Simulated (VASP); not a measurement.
Band structure of ZrS2 (1T layered). Level of theory: r2SCAN+rVV10, VASP's PBE PAW potentials (set 64) (plane waves; VASP).

The path is coarsely sampled, so an indirect gap can come out somewhat too large.

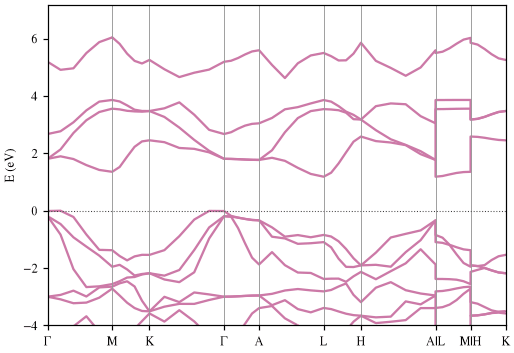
Bands along high-symmetry lines, zero at the valence-band maximum or, without a gap, the Fermi level

Question: Read the plot: is there a gap, and where are the band edges?

Answer: The gap is indirect, 1.18 eV, from the valence maximum at Γ-M at 0.20 to the conduction minimum at L.

The compound is ZrS2 in the 1T layered structure. It was relaxed first.
